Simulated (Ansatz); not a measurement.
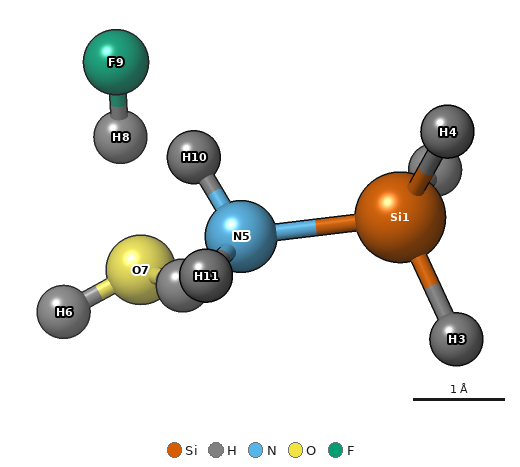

Fig. 1: The starting structure (ball-and-stick view, seen at a tilt; atoms are numbered from 1 in the order of the input).

**SiNH₈OF: nudged elastic band (part 1 of 2)**

- system: SiNH₈OF
- method: RKS PBE-D4/def2-SVP (Ansatz 0.2.0)

The run did not end well. It belongs to a series of runs on one base structure; here: band between the two ends.

## Input
```yaml
crystal:
  periodic: [false, false, false]
  atoms:
    - { symbol: Si, position_ang: [-0.818393, -1.15257, 1.162979] }
    - { symbol: H, position_ang: [0.580905, -1.681973, 1.262402] }
    - { symbol: H, position_ang: [-1.728473, -2.183725, 0.55696] }
    - { symbol: H, position_ang: [-1.318471, -0.844302, 2.552886] }
    - { symbol: "N", position_ang: [-0.779996, 0.238322, 0.06655] }
    - { symbol: H, position_ang: [1.038585, 0.770596, -2.49612] }
    - { symbol: O, position_ang: [1.26835, 0.226281, -1.719939] }
    - { symbol: H, position_ang: [1.636394, 1.185582, -0.568614] }
    - { symbol: F, position_ang: [1.572705, 1.75699, 0.23382] }
    - { symbol: H, position_ang: [-0.134357, 0.99245, 0.376966] }
    - { symbol: H, position_ang: [-1.695068, 0.648532, -0.153167] }
    - { symbol: H, position_ang: [0.377918, 0.043619, -1.274721] }
basis:
  gaussian: { orbitals: def2-SVP }
hamiltonian:
  xc: pbe
  dispersion: d4
neb:
  order_check: false
  images: 7
  f_tol: 0.03
  max_iterations: 60
  final_atoms:
    - { symbol: Si, position_ang: [-0.66897662, -0.94687478, 0.79782375] }
    - { symbol: H, position_ang: [0.8787818, 1.31305471, -2.39217063] }
    - { symbol: H, position_ang: [-1.66902322, -1.9840096, 0.37643412] }
    - { symbol: H, position_ang: [-0.22215549, -1.07739969, 2.21459148] }
    - { symbol: "N", position_ang: [-1.37563798, 0.60160702, 0.52119143] }
    - { symbol: H, position_ang: [1.55161529, 0.15356458, 0.27447262] }
    - { symbol: O, position_ang: [0.81211757, -1.24506801, -0.04671999] }
    - { symbol: H, position_ang: [1.05995796, 1.28916085, -1.64371365] }
    - { symbol: F, position_ang: [1.66279423, 1.08235307, 0.52863976] }
    - { symbol: H, position_ang: [-0.76207151, 1.41057444, 0.6700426] }
    - { symbol: H, position_ang: [-1.98319974, 0.74840774, -0.2879991] }
    - { symbol: H, position_ang: [0.7158967, -1.34556833, -1.01259039] }
  initial_path:
    images:
      - { positions_ang: [[-0.818393, -1.15257, 1.162979], [0.580905, -1.681973, 1.262402], [-1.728473, -2.183725, 0.55696], [-1.318471, -0.844302, 2.552886], [-0.779996, 0.238322, 0.06655], [1.038585, 0.770596, -2.49612], [1.26835, 0.226281, -1.719939], [1.636394, 1.185582, -0.568614], [1.572705, 1.75699, 0.23382], [-0.134357, 0.99245, 0.376966], [-1.695068, 0.648532, -0.153167], [0.377918, 0.043619, -1.274721]] }
      - { positions_ang: [[-0.73758245, -1.04584006, 0.98379978], [0.63704782, -1.13320189, 1.19432227], [-1.65254428, -2.05343036, 0.36010436], [-0.95230985, -1.02545014, 2.27674801], [-0.96199169, 0.34522604, 0.15377314], [1.18149576, 0.60361024, -2.13841961], [1.12466332, -0.02012074, -1.6005321], [1.61210239, 1.10490978, -0.31557959], [1.74070725, 1.56180697, 0.04169686], [-0.4185507, 1.12099627, 0.51130081], [-1.89793329, 0.61973313, -0.01778692], [0.32499472, -0.07843723, -1.44942502]] }
      - { positions_ang: [[-0.65677191, -0.93911012, 0.80462056], [0.69319065, -0.58443078, 1.12624253], [-1.57661556, -1.92313572, 0.16324871], [-0.5861487, -1.20659828, 2.00061002], [-1.14398737, 0.45213008, 0.24099629], [1.32440652, 0.43662447, -1.78071922], [0.98097665, -0.26652248, -1.48112519], [1.58781078, 1.02423756, -0.06254518], [1.90870949, 1.36662394, -0.15042628], [-0.7027444, 1.24954253, 0.64563562], [-2.10079859, 0.59093427, 0.11759317], [0.27207144, -0.20049346, -1.62412904]] }
      - { positions_ang: [[-0.57596136, -0.83238018, 0.62544134], [0.74933347, -0.03565967, 1.0581628], [-1.50068685, -1.79284108, -0.03360693], [-0.21998755, -1.38774643, 1.72447203], [-1.32598306, 0.55903412, 0.32821943], [1.46731728, 0.26963871, -1.42301883], [0.83728997, -0.51292422, -1.36171829], [1.56351917, 0.94356534, 0.19048924], [2.07671174, 1.1714409, -0.34254942], [-0.9869381, 1.3780888, 0.77997043], [-2.30366388, 0.5621354, 0.25297325], [0.21914816, -0.32254969, -1.79883305]] }
      - { positions_ang: [[-0.49515082, -0.72565024, 0.44626212], [0.8054763, 0.51311143, 0.99008307], [-1.42475813, -1.66254643, -0.23046257], [0.1461736, -1.56889457, 1.44833404], [-1.50797874, 0.66593815, 0.41544257], [1.61022804, 0.10265295, -1.06531844], [0.69360329, -0.75932596, -1.24231138], [1.53922756, 0.86289312, 0.44352365], [2.24471399, 0.97625787, -0.53467255], [-1.2711318, 1.50663507, 0.91430524], [-2.50652917, 0.53333653, 0.38835334], [0.16622488, -0.44460592, -1.97353707]] }
      - { positions_ang: [[-0.53860727, -0.78095638, 0.53415253], [0.82380268, 0.71309725, 0.14451965], [-1.4858244, -1.74291223, -0.0787384], [0.05409133, -1.44602085, 1.6398984], [-1.47489355, 0.64985537, 0.44187979], [1.59557485, 0.11538086, -0.73037068], [0.72323186, -0.88076148, -0.94341353], [1.41941016, 0.96946005, -0.07828567], [2.09923405, 1.00278167, -0.26884448], [-1.14386673, 1.48261991, 0.85323958], [-2.37569681, 0.58710433, 0.21926523], [0.30364283, -0.66984652, -1.7333004]] }
      - { positions_ang: [[-0.58206372, -0.83626251, 0.62204294], [0.84212905, 0.91308307, -0.70104378], [-1.54689067, -1.82327802, 0.07298577], [-0.03799094, -1.32314713, 1.83146276], [-1.44180836, 0.63377259, 0.468317], [1.58092167, 0.12810876, -0.39542291], [0.75286043, -1.00219699, -0.64451568], [1.29959276, 1.07602698, -0.600095], [1.95375411, 1.02930547, -0.0030164], [-1.01660165, 1.45860475, 0.79217392], [-2.24486446, 0.64087213, 0.05017712], [0.44106079, -0.89508712, -1.49306373]] }
      - { positions_ang: [[-0.62552017, -0.89156865, 0.70993334], [0.86045543, 1.11306889, -1.5466072], [-1.60795695, -1.90364381, 0.22470995], [-0.13007321, -1.20027341, 2.02302712], [-1.40872317, 0.6176898, 0.49475422], [1.56626848, 0.14083667, -0.06047515], [0.782489, -1.1236325, -0.34561783], [1.17977536, 1.18259392, -1.12190432], [1.80827417, 1.05582927, 0.26281168], [-0.88933658, 1.43458959, 0.73110826], [-2.1140321, 0.69463994, -0.11891099], [0.57847874, -1.12032772, -1.25282706]] }
      - { positions_ang: [[-0.66897662, -0.94687478, 0.79782375], [0.8787818, 1.31305471, -2.39217063], [-1.66902322, -1.9840096, 0.37643412], [-0.22215549, -1.07739969, 2.21459148], [-1.37563798, 0.60160702, 0.52119143], [1.55161529, 0.15356458, 0.27447262], [0.81211757, -1.24506801, -0.04671999], [1.05995796, 1.28916085, -1.64371365], [1.66279423, 1.08235307, 0.52863976], [-0.76207151, 1.41057444, 0.6700426], [-1.98319974, 0.74840774, -0.2879991], [0.7158967, -1.34556833, -1.01259039]] }
```

Hardware: 2 threads of Arm Neoverse V1, 24 GiB of memory available, shared host.

Launch command:
```bash
ansatz run input.yaml --threads 2 --pin off --max-ram 3072MiB --backend cpu --events-out ev --progress --plain --runs-dir out
```

## What the program printed
```
Engine: ansatz 0.2.0, aarch64-unknown-linux-gnu
Functional definition: PBE
  parameter kappa = 0.804
  parameter beta = 0.06672455060314922
  exchange = pbe_x(kappa = kappa, mu = beta*pi^2/3)
  correlation = pbe_c(beta = beta)
1123 factors; their error is unknown
mean field evaluation 1: about -14233.8984 eV, gradient 7.6e1 eV
mean field evaluation 2: about -14208.1446 eV, gradient 1.3e2 eV
mean field evaluation 4: about -14244.2857 eV, gradient 9.6e0 eV
mean field evaluation 8: about -14244.4350 eV, gradient 1.9e-1 eV
mean field evaluation 16: about -14244.3716 eV, gradient 5.2e-5 eV
mean field -14244.37164090 eV, -523.4710026212 hartree, gradient 5.2e-5 eV, S^2 0.000000; 0 other end points of the search recorded, 0 dependent functions left out
the calculation of the forces begins
reference -14244.37167719 eV, -523.4710039547 hartree; 23, 23 occupied and 77, 77 virtual orbitals, 1123 factors
1123 factors; their error is unknown
mean field evaluation 32: about -14244.6735 eV, gradient 4.1e-4 eV
mean field -14244.67347308 eV, -523.4820947491 hartree, gradient 2.1e-5 eV, S^2 0.000000; 0 other end points of the search recorded, 0 dependent functions left out
[... from here on the field's lines of each further geometry are left out, up to the last ...]
NEB iter   1: max|band force component| = 1.491e2 eV/Å  barrier→ = 31.4272 eV  barrier← = 31.7464 eV  Δτ_max = 0.1999 Å  (243 SCF iters)
NEB iter   2: max|band force component| = 1.970e1 eV/Å  barrier→ = 5.1545 eV  barrier← = 5.4736 eV  Δτ_max = 0.2000 Å  (224 SCF iters)
NEB iter   3: max|band force component| = 1.581e1 eV/Å  barrier→ = 3.1072 eV  barrier← = 3.4263 eV  Δτ_max = 0.2000 Å  (228 SCF iters)
NEB iter   4: max|band force component| = 8.889e0 eV/Å  barrier→ = 1.9835 eV  barrier← = 2.3026 eV  Δτ_max = 0.2000 Å  (224 SCF iters)
NEB iter   5: max|band force component| = 4.167e0 eV/Å  barrier→ = 1.3742 eV  barrier← = 1.6933 eV  Δτ_max = 0.1953 Å  (209 SCF iters)
NEB iter   6: max|band force component| = 4.040e0 eV/Å  barrier→ = 1.4975 eV  barrier← = 1.8166 eV  Δτ_max = 0.1031 Å  (213 SCF iters)
NEB iter   7: max|band force component| = 2.930e0 eV/Å  barrier→ = 1.2406 eV  barrier← = 1.5597 eV  Δτ_max = 0.1007 Å  (206 SCF iters)
NEB iter   8: max|band force component| = 1.496e0 eV/Å  barrier→ = 1.2043 eV  barrier← = 1.5234 eV  Δτ_max = 0.1007 Å  (205 SCF iters)
NEB iter   9: max|band force component| = 9.660e-1 eV/Å  barrier→ = 1.1787 eV  barrier← = 1.4978 eV  Δτ_max = 0.1002 Å  (202 SCF iters)
NEB iter  10: max|band force component| = 7.719e-1 eV/Å  barrier→ = 1.1496 eV  barrier← = 1.4688 eV  Δτ_max = 0.1001 Å  (197 SCF iters)
NEB iter  11: max|band force component| = 7.141e-1 eV/Å  barrier→ = 1.1294 eV  barrier← = 1.4485 eV  Δτ_max = 0.1001 Å  (198 SCF iters)
NEB iter  12: max|band force component| = 6.612e-1 eV/Å  barrier→ = 1.1126 eV  barrier← = 1.4317 eV  Δτ_max = 0.1005 Å  (200 SCF iters)
NEB iter  13: max|band force component| = 7.539e-1 eV/Å  barrier→ = 1.0484 eV  barrier← = 1.3675 eV  Δτ_max = 0.0506 Å  (202 SCF iters)
NEB iter  14: max|band force component| = 9.285e-1 eV/Å  barrier→ = 0.9296 eV  barrier← = 1.2487 eV  Δτ_max = 0.0251 Å  (200 SCF iters)
NEB iter  15: max|band force component| = 1.046e0 eV/Å  barrier→ = 0.9165 eV  barrier← = 1.2356 eV  Δτ_max = 0.0502 Å  (200 SCF iters)
NEB iter  16: max|band force component| = 1.233e0 eV/Å  barrier→ = 0.8890 eV  barrier← = 1.2081 eV  Δτ_max = 0.1009 Å  (197 SCF iters)
NEB iter  17: max|band force component| = 1.665e0 eV/Å  barrier→ = 0.8464 eV  barrier← = 1.1655 eV  Δτ_max = 0.1003 Å  (199 SCF iters)
NEB iter  18: max|band force component| = 1.380e0 eV/Å  barrier→ = 0.8497 eV  barrier← = 1.1689 eV  Δτ_max = 0.1007 Å  (198 SCF iters)
NEB iter  19: max|band force component| = 9.993e-1 eV/Å  barrier→ = 1.0850 eV  barrier← = 1.4042 eV  Δτ_max = 0.2000 Å  (198 SCF iters)
NEB iter  20: max|band force component| = 1.220e0 eV/Å  barrier→ = 1.8789 eV  barrier← = 2.1980 eV  Δτ_max = 0.2000 Å  (209 SCF iters)
NEB iter  21: max|band force component| = 1.261e0 eV/Å  barrier→ = 2.2652 eV  barrier← = 2.5844 eV  Δτ_max = 0.1024 Å  (207 SCF iters)
NEB iter  22: max|band force component| = 1.728e0 eV/Å  barrier→ = 2.1233 eV  barrier← = 2.4424 eV  Δτ_max = 0.0506 Å  (203 SCF iters)
NEB iter  23: max|band force component| = 1.759e0 eV/Å  barrier→ = 1.9589 eV  barrier← = 2.2781 eV  Δτ_max = 0.0501 Å  (195 SCF iters)
NEB iter  24: max|band force component| = 1.546e0 eV/Å  barrier→ = 1.7459 eV  barrier← = 2.0650 eV  Δτ_max = 0.1010 Å  (194 SCF iters)
NEB iter  25: max|band force component| = 2.360e0 eV/Å  barrier→ = 1.4541 eV  barrier← = 1.7732 eV  Δτ_max = 0.0501 Å  (200 SCF iters)
NEB iter  26: max|band force component| = 1.944e0 eV/Å  barrier→ = 1.2881 eV  barrier← = 1.6073 eV  Δτ_max = 0.0506 Å  (197 SCF iters)
NEB iter  27: max|band force component| = 8.650e-1 eV/Å  barrier→ = 1.1213 eV  barrier← = 1.4404 eV  Δτ_max = 0.1001 Å  (197 SCF iters)
NEB iter  28: max|band force component| = 5.796e-1 eV/Å  barrier→ = 0.9697 eV  barrier← = 1.2889 eV  Δτ_max = 0.1002 Å  (198 SCF iters)
NEB iter  29: max|band force component| = 4.075e-1 eV/Å  barrier→ = 0.8900 eV  barrier← = 1.2091 eV  CI = image 4  Δτ_max = 0.0994 Å  (196 SCF iters)
NEB iter  30: max|band force component| = 8.843e-1 eV/Å  barrier→ = 0.9376 eV  barrier← = 1.2567 eV  CI = image 4  Δτ_max = 0.0502 Å  (190 SCF iters)
NEB iter  31: max|band force component| = 9.069e-1 eV/Å  barrier→ = 0.9483 eV  barrier← = 1.2674 eV  CI = image 4  Δτ_max = 0.1013 Å  (191 SCF iters)
NEB iter  32: max|band force component| = 1.190e0 eV/Å  barrier→ = 1.0558 eV  barrier← = 1.3749 eV  CI = image 4  Δτ_max = 0.0997 Å  (191 SCF iters)
NEB iter  33: max|band force component| = 8.769e-1 eV/Å  barrier→ = 1.1059 eV  barrier← = 1.4250 eV  CI = image 4  Δτ_max = 0.2000 Å  (197 SCF iters)
NEB iter  34: max|band force component| = 5.853e-1 eV/Å  barrier→ = 1.2840 eV  barrier← = 1.6031 eV  CI = image 4  Δτ_max = 0.2000 Å  (203 SCF iters)
NEB iter  35: max|band force component| = 8.729e-1 eV/Å  barrier→ = 1.2998 eV  barrier← = 1.6189 eV  CI = image 4  Δτ_max = 0.0986 Å  (187 SCF iters)
NEB iter  36: max|band force component| = 4.245e-1 eV/Å  barrier→ = 1.2307 eV  barrier← = 1.5498 eV  CI = image 4  Δτ_max = 0.1005 Å  (183 SCF iters)
NEB iter  37: max|band force component| = 4.212e-1 eV/Å  barrier→ = 1.1875 eV  barrier← = 1.5067 eV  CI = image 4  Δτ_max = 0.1002 Å  (191 SCF iters)
NEB iter  38: max|band force component| = 3.877e-1 eV/Å  barrier→ = 1.1492 eV  barrier← = 1.4683 eV  CI = image 4  Δτ_max = 0.2000 Å  (193 SCF iters)
NEB iter  39: max|band force component| = 2.389e-1 eV/Å  barrier→ = 1.1001 eV  barrier← = 1.4192 eV  CI = image 4  Δτ_max = 0.1967 Å  (193 SCF iters)
NEB iter  40: max|band force component| = 3.817e-1 eV/Å  barrier→ = 1.0955 eV  barrier← = 1.4146 eV  CI = image 4  Δτ_max = 0.1006 Å  (193 SCF iters)
NEB iter  41: max|band force component| = 1.604e-1 eV/Å  barrier→ = 1.0974 eV  barrier← = 1.4165 eV  CI = image 4  Δτ_max = 0.1005 Å  (192 SCF iters)
NEB iter  42: max|band force component| = 2.271e-1 eV/Å  barrier→ = 1.1049 eV  barrier← = 1.4240 eV  CI = image 4  Δτ_max = 0.0503 Å  (191 SCF iters)
NEB iter  43: max|band force component| = 1.321e-1 eV/Å  barrier→ = 1.0895 eV  barrier← = 1.4087 eV  CI = image 4  Δτ_max = 0.1004 Å  (194 SCF iters)
NEB iter  44: max|band force component| = 1.670e-1 eV/Å  barrier→ = 1.0860 eV  barrier← = 1.4051 eV  CI = image 4  Δτ_max = 0.0504 Å  (186 SCF iters)
NEB iter  45: max|band force component| = 1.772e-1 eV/Å  barrier→ = 1.0861 eV  barrier← = 1.4052 eV  CI = image 4  Δτ_max = 0.0253 Å  (185 SCF iters)
NEB iter  46: max|band force component| = 1.621e-1 eV/Å  barrier→ = 1.0860 eV  barrier← = 1.4052 eV  CI = image 4  Δτ_max = 0.0252 Å  (185 SCF iters)
NEB iter  47: max|band force component| = 1.447e-1 eV/Å  barrier→ = 1.0856 eV  barrier← = 1.4047 eV  CI = image 4  Δτ_max = 0.0506 Å  (180 SCF iters)
NEB iter  48: max|band force component| = 1.421e-1 eV/Å  barrier→ = 1.0855 eV  barrier← = 1.4046 eV  CI = image 4  Δτ_max = 0.0500 Å  (165 SCF iters)
NEB iter  49: max|band force component| = 1.917e-1 eV/Å  barrier→ = 1.0855 eV  barrier← = 1.4046 eV  CI = image 4  Δτ_max = 0.0501 Å  (166 SCF iters)
NEB iter  50: max|band force component| = 1.327e-1 eV/Å  barrier→ = 1.0855 eV  barrier← = 1.4046 eV  CI = image 4  Δτ_max = 0.0504 Å  (166 SCF iters)
NEB iter  51: max|band force component| = 1.505e-1 eV/Å  barrier→ = 1.0855 eV  barrier← = 1.4046 eV  CI = image 4  Δτ_max = 0.0501 Å  (165 SCF iters)
NEB iter  52: max|band force component| = 1.287e-1 eV/Å  barrier→ = 1.0855 eV  barrier← = 1.4046 eV  CI = image 4  Δτ_max = 0.0504 Å  (165 SCF iters)
NEB iter  53: max|band force component| = 1.391e-1 eV/Å  barrier→ = 1.0855 eV  barrier← = 1.4046 eV  CI = image 4  Δτ_max = 0.0250 Å  (161 SCF iters)
NEB iter  54: max|band force component| = 7.577e-2 eV/Å  barrier→ = 1.0854 eV  barrier← = 1.4046 eV  CI = image 4  Δτ_max = 0.0251 Å  (157 SCF iters)
NEB iter  55: max|band force component| = 5.483e-2 eV/Å  barrier→ = 1.0854 eV  barrier← = 1.4046 eV  CI = image 4  Δτ_max = 0.0509 Å  (154 SCF iters)
NEB iter  56: max|band force component| = 9.255e-2 eV/Å  barrier→ = 1.0854 eV  barrier← = 1.4046 eV  CI = image 4  Δτ_max = 0.0252 Å  (151 SCF iters)
NEB iter  57: max|band force component| = 8.218e-2 eV/Å  barrier→ = 1.0854 eV  barrier← = 1.4046 eV  CI = image 4  Δτ_max = 0.0251 Å  (157 SCF iters)
NEB iter  58: max|band force component| = 5.627e-2 eV/Å  barrier→ = 1.0854 eV  barrier← = 1.4046 eV  CI = image 4  Δτ_max = 0.0248 Å  (151 SCF iters)
NEB iter  59: max|band force component| = 3.961e-2 eV/Å  barrier→ = 1.0854 eV  barrier← = 1.4046 eV  CI = image 4  Δτ_max = 0.0508 Å  (149 SCF iters)
the calculation of the forces begins
reference -14244.61122790 eV, -523.4798072811 hartree; 23, 23 occupied and 77, 77 virtual orbitals, 1123 factors
these checks for a lower state are left out or cut short: starts, cluster_reference, orbital_swaps, neighbouring_geometries, increment
1123 factors; their error is unknown
mean field -14244.64266171 eV, -523.4809624524 hartree, gradient 1.1e-5 eV, S^2 0.000000; 0 other end points of the search recorded, 0 dependent functions left out
the calculation of the forces begins
reference -14244.64269840 eV, -523.4809638007 hartree; 23, 23 occupied and 77, 77 virtual orbitals, 1123 factors
NEB iter  60: max|band force component| = 1.010e-1 eV/Å  barrier→ = 1.0854 eV  barrier← = 1.4046 eV  CI = image 4  Δτ_max = 0.0250 Å  (149 SCF iters)
```
